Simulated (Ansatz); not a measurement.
# NS (Mononitrogen monosulfide) at U-wB97X/STO-3G

Aim: the energy change on altering one bond length of NS (Mononitrogen monosulfide) at U-wB97X/STO-3G, from 2 runs. 

The results are computed with Ansatz 0.2.0.

41 further runs of the same task are left out: 4 that didn't finish, 37 set aside as unsound or not needed.

**1. The molecule**

The species is NS (2 atoms), meant as a doublet with charge 0. As SMILES, `[N]=S`. The coordinates come from a GFN2-xTB relaxation.

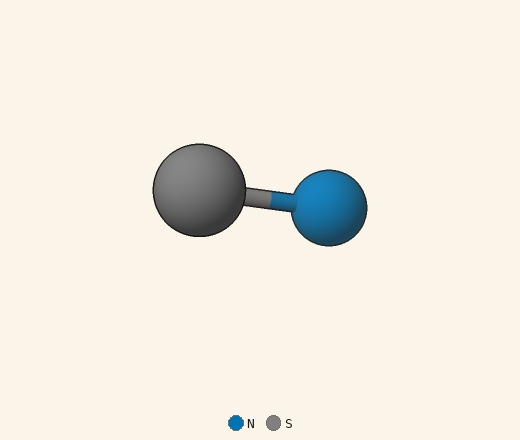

Viewed from a chosen angle; nitrogen blue, sulfur grey.

**2. A single-point energy at U-wB97X/STO-3G**

Input file molecule.yaml:

```yaml
crystal:
  periodic: [false, false, false]
  atoms:
    - {symbol: "N", position_ang: [0.000000, 0.000000, 0.000000]}
    - {symbol: S, position_ang: [0.000000, 0.000000, 1.463180]}
basis:
  gaussian:
    orbitals: STO-3G
magnetization:
  spin_polarized: true
  initial_magnetization: 1
hamiltonian:
  xc: {name: wB97X}
accuracy: high
```

On the command line:

```
ansatz run molecule.yaml --threads 1 --pin off --max-ram 2610MiB --events-out events.jsonl --progress --plain --runs-dir runs
```

The log of the run:

```text
Warning: RAYON_NUM_THREADS=1 ignored (pool sized by the plan → 1); use --threads N
Functional definition: wB97X
  name "wB97X"
  parameter omega = 0.3/bohr
  parameter cx = 0.157706
  parameter cx1 = 0.726479
  parameter cx2 = 1.04760
  parameter cx3 = -5.70635
  parameter cx4 = 13.2794
  parameter css1 = -4.33879
  parameter css2 = 18.2308
  parameter css3 = -31.7430
  parameter css4 = 17.2901
  parameter cos1 = 2.37031
  parameter cos2 = -11.3995
  parameter cos3 = 6.58405
  parameter cos4 = -3.78132
  exchange = spin_sum(e_x_unif_sr(omega)*poly(b97_u_x, 1 - cx, cx1, cx2, cx3, cx4)) + cx*exact_x_sr(omega)
      + exact_x_lr(omega)
  correlation = spin_sum(e_c_pw_same_spin*poly(b97_u_same, 1, css1, css2, css3, css4))
      + integral(e_c_pw_opposite_spin*poly(b97_u_opposite, 1, cos1, cos2, cos3, cos4))
224 factors; integrals over basis functions are off by at most 2.2e-8 eV
90 factors; integrals over basis functions are off by at most 9.8e-10 eV
mean field evaluation 1: about -12181.2305 eV, gradient 1.4e1 eV
mean field evaluation 2: about -12180.7420 eV, gradient 1.7e1 eV
mean field evaluation 4: about -12182.6031 eV, gradient 3.9e-1 eV
mean field evaluation 8: about -12182.6008 eV, gradient 4.1e-2 eV
mean field evaluation 16: about -12182.6009 eV, gradient 8.3e-7 eV
mean field -12182.60090342 eV, -447.7023255374 hartree, gradient 4.3e-8 eV, S^2 0.757788; 0 other end points of the search recorded, 0 dependent functions left out
reference -12182.60090263 eV, -447.7023255081 hartree; 12, 11 occupied and 2, 3 virtual orbitals, 224 factors
Total energy: -12182.60090263 eV, -447.7023255081 hartree
```

It took 4.5 s on 1 thread of Intel Xeon Platinum 8375C at 2.90GHz (Ice Lake), shared host; peak memory 0.27 GiB.

**3. The distorted shape, same level**

molecule.yaml, as its differences from that of step 2:

```diff
@@ -3,3 +3,3 @@
   atoms:
-    - {symbol: "N", position_ang: [0.000000, 0.000000, 0.000000]}
+    - {symbol: "N", position_ang: [0.000000, 0.000000, -0.365820]}
     - {symbol: S, position_ang: [0.000000, 0.000000, 1.463180]}
```

On the command line:

```
ansatz run molecule.yaml --threads 1 --pin off --max-ram 2610MiB --events-out events.jsonl --progress --plain --runs-dir runs
```

The log of the run, shortened:

```text
Warning: RAYON_NUM_THREADS=1 ignored (pool sized by the plan → 1); use --threads N
Functional definition: wB97X
  name "wB97X"
[...]
      + exact_x_lr(omega)
[...]
      + integral(e_c_pw_opposite_spin*poly(b97_u_opposite, 1, cos1, cos2, cos3, cos4))
224 factors; integrals over basis functions are off by at most 1.2e-8 eV
97 factors; integrals over basis functions are off by at most 7.3e-10 eV
[...]
mean field -12182.06549567 eV, -447.6826496652 hartree, gradient 2.7e-8 eV, S^2 1.436823; 1 other end points of the search recorded, 0 dependent functions left out
reference -12182.06549493 eV, -447.6826496381 hartree; 12, 11 occupied and 2, 3 virtual orbitals, 224 factors
Total energy: -12182.06549493 eV, -447.6826496381 hartree
```

Run time: 5.4 s. Hardware: 1 thread of Intel Xeon Platinum 8375C at 2.90GHz (Ice Lake), shared host; peak memory 0.27 GiB.

**4. Summary of results**

Level: U-wB97X/STO-3G.

| quantity | value |
| --- | --- |
| first shape: total energy | -447.70233 Eh |
| first shape: ⟨S²⟩ | 0.758 |
| distorted shape: total energy | -447.68265 Eh |
| distorted shape: ⟨S²⟩ | 1.437 |
| energy change with the N1–S2 bond stretched from 1.463 to 1.829 Å | 0.535 eV |

In words: With the N1–S2 bond stretched from 1.463 to 1.829 Å the energy rises by 0.54 eV (51.7 kJ/mol). The first shape isn't relaxed at this level, so the change isn't measured from a minimum. The minimal basis adds a large error of its own. ⟨S²⟩ (distorted shape) is 1.44 where a pure doublet has 0.75: the reference is spin-contaminated.
